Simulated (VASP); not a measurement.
# How smearing and k-mesh change a VASP run on Rhodium, part 3 of 3

Aim: find what the smearing and k-mesh change for Rhodium, and what they cost. The series runs use LDA. The start is a cell from a database of measured crystal structures.

VASP 6.6.1; LDA; plane waves and PAW (Rh_pv).

Still holding for the runs below: This run has no spin polarisation. Its electron count is odd, so without a moment it is a metal by construction.

So far. Step 14 (K-mesh: 3 3 3): The series starts at -7.2681 eV an atom and 15.04 GPa, after 13 cycles in 2.4 s. Step 15 (K-mesh: 4 4 4): Against the run before the energy moves by -1886.01 meV an atom and the pressure by -32.06 GPa, after 12 cycles in 2.2 s.

The database entry behind the starting cell differs from later determinations by our own check (an axis about 0.2 % short against later determinations), so it need not match the best structure at ambient conditions.

**16. K-mesh: 5 5 5**

The input, INCAR:

```
SYSTEM = Rh
PREC = Accurate
ENCUT = 400
EDIFF = 1E-06
NELM = 100
ISMEAR = -1
SIGMA = 0.05
LREAL = .FALSE.
ALGO = Normal
GGA = CA
NBANDS = 13
LASPH = .TRUE.
LORBIT = 11
LWAVE = .FALSE.
LCHARG = .FALSE.
KPAR = 2
ISIF = 2
```

The input, POSCAR:

```
Rh
1.0
    0.0000000000      1.8978500000      1.8978500000
    1.8978500000      0.0000000000      1.8978500000
    1.8978500000      1.8978500000      0.0000000000
Rh
1
Direct
    0.0000000000      0.0000000000      0.0000000000
```

The input, KPOINTS:

```
Automatic mesh
0
Gamma
5 5 5
0 0 0
```

Potentials, in the order of the species: Rh_pv (PBE family, release 64).

Run with:

```sh
$ mpirun -np 2 vasp_std
```

Output:

```text
[... set-up lines as in an earlier step ...]
 entering main loop
       N       E                     dE             d eps       ncg     rms          rms(c)
DAV:   1     0.102956209980E+03    0.10296E+03   -0.78912E+03   265   0.105E+03
DAV:   2    -0.795309122622E+01   -0.11091E+03   -0.10606E+03   275   0.318E+02
DAV:   3    -0.923764799001E+01   -0.12846E+01   -0.12828E+01   310   0.389E+01
DAV:   4    -0.924397551932E+01   -0.63275E-02   -0.63269E-02   275   0.280E+00
[...]
DAV:   9    -0.856325919626E+01    0.75670E-04   -0.18606E-04   305   0.187E-01    0.286E-02
DAV:  10    -0.856326585810E+01   -0.66618E-05   -0.41415E-06   313   0.252E-02    0.625E-03
DAV:  11    -0.856326563973E+01    0.21838E-06   -0.32505E-07   215   0.804E-03
   1 F= -.85632656E+01 E0= -.85509083E+01  d E =-.247146E-01
```

The job ended after 2 s (2 MPI ranks of Intel Xeon Platinum 8488C (Sapphire Rapids), shared host; peak memory 0.2 GiB).

Parts of OUTCAR (step 16):

```text
  Total       -0.6030223     -0.6030223     -0.6030223      0.0000000     -0.0000000      0.0000000
  in kB      -70.6688933    -70.6688933    -70.6688933      0.0000000     -0.0000000      0.0000000
  external PRESSURE =     -70.6688933 kB  Pullay stress =       0.0000000 kB

  FREE ENERGIE OF THE ION-ELECTRON SYSTEM (eV)
  ---------------------------------------------------
  free  energy   TOTEN  =        -8.5632656397 eV

  energy  without entropy=       -8.5385510084  energy(sigma->0) =       -8.55090832

[... 2 parts as in an earlier step ...]

[... 2 further parts left out ...]
[key lines of the parts left out:]
E-fermi :  11.9996
```

Against the run before the energy moves by +603.16 meV an atom and the pressure by +9.95 GPa, after 11 cycles in 2 s.

**17. K-mesh: 7 7 7**

INCAR is that of step 16.

POSCAR is that of step 16.

The input, KPOINTS:

```
Automatic mesh
0
Gamma
7 7 7
0 0 0
```

Run with:

```sh
$ mpirun -np 2 vasp_std
```

Output:

```text
[... set-up lines as in an earlier step ...]
 entering main loop
       N       E                     dE             d eps       ncg     rms          rms(c)
DAV:   1     0.967568951603E+02    0.96757E+02   -0.77224E+03   541   0.102E+03
DAV:   2    -0.836775573541E+01   -0.10512E+03   -0.10075E+03   545   0.315E+02
DAV:   3    -0.951679679781E+01   -0.11490E+01   -0.11479E+01   635   0.371E+01
DAV:   4    -0.952180206178E+01   -0.50053E-02   -0.50048E-02   570   0.250E+00
[...]
DAV:  10    -0.877423617301E+01   -0.77389E-05   -0.14540E-05   605   0.311E-02    0.220E-02
DAV:  11    -0.877423738484E+01   -0.12118E-05   -0.82780E-06   585   0.377E-02    0.148E-03
DAV:  12    -0.877423738666E+01   -0.18172E-08   -0.39343E-08   370   0.275E-03
   1 F= -.87742374E+01 E0= -.87708111E+01  d E =-.685266E-02
```

Wall time 2.4 s (2 MPI ranks); peak memory 0.2 GiB.

From OUTCAR (step 17):

```text
  Total       -0.9615432     -0.9615432     -0.9615432      0.0000000      0.0000000     -0.0000000
  in kB     -112.6843894   -112.6843894   -112.6843894      0.0000000      0.0000000     -0.0000000
  external PRESSURE =    -112.6843894 kB  Pullay stress =       0.0000000 kB

  FREE ENERGIE OF THE ION-ELECTRON SYSTEM (eV)
  ---------------------------------------------------
  free  energy   TOTEN  =        -8.7742373867 eV

  energy  without entropy=       -8.7673847225  energy(sigma->0) =       -8.77081105

[... 2 parts as in an earlier step ...]

[... 2 further parts left out ...]
[key lines of the parts left out:]
E-fermi :  11.7466
```

Against the run before the energy moves by -219.90 meV an atom and the pressure by -4.20 GPa, after 12 cycles in 2.4 s.

**18. K-mesh: 9 9 9**

INCAR is that of step 17.

POSCAR is that of step 17.

The input, KPOINTS:

```
Automatic mesh
0
Gamma
9 9 9
0 0 0
```

Run with:

```sh
$ mpirun -np 2 vasp_std
```

Output:

```text
[... set-up lines as in an earlier step ...]
 entering main loop
       N       E                     dE             d eps       ncg     rms          rms(c)
DAV:   1     0.102165692754E+03    0.10217E+03   -0.76661E+03   910   0.102E+03
DAV:   2    -0.815392295812E+01   -0.11032E+03   -0.10513E+03   990   0.321E+02
DAV:   3    -0.945381980639E+01   -0.12999E+01   -0.12971E+01  1065   0.390E+01
DAV:   4    -0.945963566112E+01   -0.58159E-02   -0.58151E-02  1075   0.268E+00
[...]
DAV:  10    -0.870756993060E+01   -0.55855E-05   -0.15147E-05  1080   0.469E-02    0.911E-03
DAV:  11    -0.870757133735E+01   -0.14068E-05   -0.23787E-06  1040   0.187E-02    0.518E-04
DAV:  12    -0.870757132867E+01    0.86811E-08   -0.11318E-08   610   0.135E-03
   1 F= -.87075713E+01 E0= -.87031894E+01  d E =-.876388E-02
```

Wall time 3 s (2 MPI ranks); peak memory 0.2 GiB.

OUTCAR, selected parts (step 18):

```text
  Total       -0.8389012     -0.8389012     -0.8389012     -0.0000000     -0.0000000      0.0000000
  in kB      -98.3118274    -98.3118274    -98.3118274     -0.0000000     -0.0000000      0.0000000
  external PRESSURE =     -98.3118274 kB  Pullay stress =       0.0000000 kB

 POSITION                                       TOTAL-FORCE (eV/Angst)
 -----------------------------------------------------------------------------------
      0.00000      0.00000      0.00000         0.000000      0.000000      0.000000
 -----------------------------------------------------------------------------------
    total drift:                                0.000000      0.000000     -0.000000

  FREE ENERGIE OF THE ION-ELECTRON SYSTEM (eV)
  ---------------------------------------------------
  free  energy   TOTEN  =        -8.7075713287 eV

  energy  without entropy=       -8.6988074456  energy(sigma->0) =       -8.70318939

[... 1 part as in an earlier step ...]

[... 2 further parts left out ...]
[key lines of the parts left out:]
E-fermi :  11.6462
```

Against the run before the energy moves by +67.62 meV an atom and the pressure by +1.44 GPa, after 12 cycles in 3 s.

**19. K-mesh: 12 12 12**

INCAR is that of step 18.

POSCAR is that of step 18.

The input, KPOINTS:

```
Automatic mesh
0
Gamma
12 12 12
0 0 0
```

Run with:

```sh
$ mpirun -np 2 vasp_std
```

Output:

```text
[... set-up lines as in an earlier step ...]
 entering main loop
       N       E                     dE             d eps       ncg     rms          rms(c)
DAV:   1     0.100721363040E+03    0.10072E+03   -0.79105E+03  1885   0.102E+03
DAV:   2    -0.821718109013E+01   -0.10894E+03   -0.10371E+03  1992   0.317E+02
DAV:   3    -0.945534981124E+01   -0.12382E+01   -0.12368E+01  2247   0.384E+01
DAV:   4    -0.946064612515E+01   -0.52963E-02   -0.52955E-02  2187   0.257E+00
[...]
DAV:   9    -0.871686141284E+01    0.61533E-03   -0.15413E-03  2287   0.561E-01    0.302E-02
DAV:  10    -0.871686855796E+01   -0.71451E-05   -0.14054E-05  2192   0.469E-02    0.102E-02
DAV:  11    -0.871686905644E+01   -0.49847E-06   -0.45170E-06  2202   0.279E-02
   1 F= -.87168691E+01 E0= -.87127911E+01  d E =-.815582E-02
```

It took 3.6 s on 2 MPI ranks; peak memory 0.2 GiB.

From OUTCAR (step 19):

```text
  Total       -0.8603187     -0.8603187     -0.8603187     -0.0000000      0.0000000      0.0000000
  in kB     -100.8217605   -100.8217605   -100.8217605     -0.0000000      0.0000000      0.0000000
  external PRESSURE =    -100.8217605 kB  Pullay stress =       0.0000000 kB

 POSITION                                       TOTAL-FORCE (eV/Angst)
 -----------------------------------------------------------------------------------
      0.00000      0.00000      0.00000        -0.000000     -0.000000      0.000000
 -----------------------------------------------------------------------------------
    total drift:                                0.000000     -0.000000      0.000000

  FREE ENERGIE OF THE ION-ELECTRON SYSTEM (eV)
  ---------------------------------------------------
  free  energy   TOTEN  =        -8.7168690564 eV

  energy  without entropy=       -8.7087132402  energy(sigma->0) =       -8.71279115

[... 1 part as in an earlier step ...]

[... 2 further parts left out ...]
[key lines of the parts left out:]
E-fermi :  11.7281
```

Against the run before the energy moves by -9.60 meV an atom and the pressure by -0.25 GPa, after 11 cycles in 3.6 s.

**20. K-mesh: 15 15 15**

INCAR is that of step 19.

POSCAR is that of step 19.

The input, KPOINTS:

```
Automatic mesh
0
Gamma
15 15 15
0 0 0
```

Run with:

```sh
$ mpirun -np 2 vasp_std
```

Output:

```text
[... set-up lines as in an earlier step ...]
 entering main loop
       N       E                     dE             d eps       ncg     rms          rms(c)
DAV:   1     0.987943708162E+02    0.98794E+02   -0.78268E+03  3170   0.102E+03
DAV:   2    -0.820162685112E+01   -0.10700E+03   -0.10248E+03  3385   0.317E+02
DAV:   3    -0.944692517776E+01   -0.12453E+01   -0.12440E+01  3690   0.383E+01
DAV:   4    -0.945259207653E+01   -0.56669E-02   -0.56661E-02  3675   0.266E+00
[...]
DAV:  10    -0.871447753630E+01   -0.54231E-05   -0.10711E-05  3610   0.401E-02    0.103E-02
DAV:  11    -0.871447945735E+01   -0.19210E-05   -0.20574E-06  3623   0.171E-02    0.534E-04
DAV:  12    -0.871447945068E+01    0.66698E-08   -0.11211E-08  2060   0.133E-03
   1 F= -.87144795E+01 E0= -.87090153E+01  d E =-.109282E-01
```

It took 5.2 s on 2 MPI ranks; peak memory 0.22 GiB; 7.7 s of CPU time.

Parts of OUTCAR (step 20):

```text
  Total       -0.8446811     -0.8446811     -0.8446811      0.0000000      0.0000000      0.0000000
  in kB      -98.9891707    -98.9891707    -98.9891707      0.0000000      0.0000000      0.0000000
  external PRESSURE =     -98.9891707 kB  Pullay stress =       0.0000000 kB

  FREE ENERGIE OF THE ION-ELECTRON SYSTEM (eV)
  ---------------------------------------------------
  free  energy   TOTEN  =        -8.7144794507 eV

  energy  without entropy=       -8.7035512236  energy(sigma->0) =       -8.70901534

[... 2 parts as in an earlier step ...]

[... 2 further parts left out ...]
[key lines of the parts left out:]
E-fermi :  11.7304
```

Against the run before the energy moves by +3.78 meV an atom and the pressure by +0.18 GPa, after 12 cycles in 5.2 s.

**21. K-mesh: 18 18 18**

INCAR is that of step 20.

POSCAR is that of step 20.

The input, KPOINTS:

```
Automatic mesh
0
Gamma
18 18 18
0 0 0
```

Run with:

```sh
$ mpirun -np 2 vasp_std
```

Output:

```text
[... set-up lines as in an earlier step ...]
 entering main loop
       N       E                     dE             d eps       ncg     rms          rms(c)
DAV:   1     0.979871488539E+02    0.97987E+02   -0.77674E+03  5140   0.102E+03
DAV:   2    -0.818694479310E+01   -0.10617E+03   -0.10160E+03  5480   0.315E+02
DAV:   3    -0.944397287497E+01   -0.12570E+01   -0.12554E+01  5915   0.384E+01
DAV:   4    -0.944986734674E+01   -0.58945E-02   -0.58936E-02  5945   0.270E+00
[...]
DAV:  10    -0.871405052060E+01   -0.66303E-05   -0.13496E-05  5990   0.450E-02    0.109E-02
DAV:  11    -0.871405167797E+01   -0.11574E-05   -0.37764E-06  5840   0.247E-02    0.580E-04
DAV:  12    -0.871405166823E+01    0.97371E-08   -0.19166E-08  3520   0.178E-03
   1 F= -.87140517E+01 E0= -.87086495E+01  d E =-.108043E-01
```

Elapsed: 7.4 s, on 2 MPI ranks; peak memory 0.23 GiB.

From OUTCAR (step 21):

```text
  Total       -0.8429764     -0.8429764     -0.8429764     -0.0000000      0.0000000      0.0000000
  in kB      -98.7893955    -98.7893955    -98.7893955     -0.0000000      0.0000000      0.0000000
  external PRESSURE =     -98.7893955 kB  Pullay stress =       0.0000000 kB

 POSITION                                       TOTAL-FORCE (eV/Angst)
 -----------------------------------------------------------------------------------
      0.00000      0.00000      0.00000         0.000000      0.000000      0.000000
 -----------------------------------------------------------------------------------
    total drift:                               -0.000000      0.000000      0.000000

  FREE ENERGIE OF THE ION-ELECTRON SYSTEM (eV)
  ---------------------------------------------------
  free  energy   TOTEN  =        -8.7140516682 eV

  energy  without entropy=       -8.7032474095  energy(sigma->0) =       -8.70864954

[... 1 part as in an earlier step ...]

[... 2 further parts left out ...]
[key lines of the parts left out:]
E-fermi :  11.7229
```

Against the run before the energy moves by +0.37 meV an atom and the pressure by +0.02 GPa, after 12 cycles in 7.4 s.

**22. The k-mesh series as a table**

This step: convergence of LDA results with the mesh; plane waves and PAW (VASP 6.6.1).

No new run; the numbers come from the runs before.

Differences are taken from the run with 18 18 18. Results of the series, by row:

| setting | status | energy less the reference (meV/atom) | pressure (GPa) | SCF cycles | wall time (s) |
| --- | --- | --- | --- | --- | --- |
| 3 3 3 | converged | 1441 | 15.04 | 13 | 2.4 |
| 4 4 4 | converged | -445.4 | -17.02 | 12 | 2.2 |
| 5 5 5 | converged | 157.7 | -7.067 | 11 | 2 |
| 7 7 7 | converged | -62.16 | -11.27 | 12 | 2.4 |
| 9 9 9 | converged | 5.46 | -9.831 | 12 | 3 |
| 12 12 12 | converged | -4.142 | -10.08 | 11 | 3.6 |
| 15 15 15 | converged | -0.3658 | -9.899 | 12 | 5.2 |
| 18 18 18 | converged | 0 | -9.879 | 12 | 7.4 |

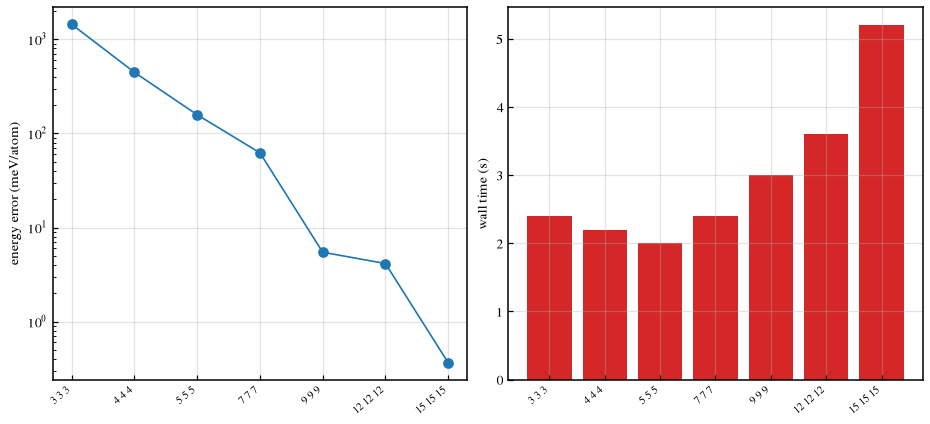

The energy error in size, against the reference run (errors under 0.01 are drawn at 0.01), and the wall time by setting.

**23. What came out**

| Item | Value |
| --- | --- |
| spread of the pressure over the smearing | 9.03 GPa |
| spread of the energy over the smearing | 29.4 meV/atom |
| k-mesh from which the energy stays within 10 meV/atom of the reference | 9 9 9 |
| k-mesh from which the energy stays within 1 meV/atom of the reference | 15 15 15 |
| k-mesh from which the pressure stays within 0.2 GPa of the reference | 15 15 15 |
| spread of the pressure over the k-mesh | 32.1 GPa |
| spread of the energy over the k-mesh | 1886 meV/atom |

The usual rule keeps the entropy term T·S under 1 meV an atom, which holds up to a width of 0.01 eV for Fermi-Dirac and 0.2 eV for second-order Methfessel-Paxton. That rule is made for Methfessel-Paxton; with the other schemes the zero-width estimate is the energy to use. Farthest in energy from the narrowest smearing lies ISMEAR = -1, SIGMA = 0.5 (-29.3 meV an atom, +8.98 GPa). On a fixed mesh a narrow width is not the exact answer for a metal: it samples the Fermi surface more noisily. From 15 15 15 on, the energy stays within 1 meV an atom of the reference, at 70 % of its time. The pressure holds within 0.2 GPa from 15 15 15 on. The energy swings above and below the reference, since the sum over k-points is not variational. A metal's Fermi surface slows this convergence. Differences are taken from the run with 18 18 18, which is itself not the exact limit. Forces vanish by symmetry in this cell, so the series can't test them. The runs at 3 3 3; 4 4 4; 5 5 5; 7 7 7 are over 30 meV an atom or 2 GPa off and describe the material poorly.

[Lines on the potential files, build, host, timing and source positions are cut from VASP's logs without a mark.]

[Logs are printed without paths, hosts, clocks, repeated set-up lines and the standing remarks that a program may print on its own settings, such as how far it seeks lower states.]

[Hosts, paths, dates, database ids (printed as entryN), source tags and the programs' standing remarks are cut or masked in the printed files.]

[A measured line is paired with the nearest computed mode of its activity, which favours agreement.]
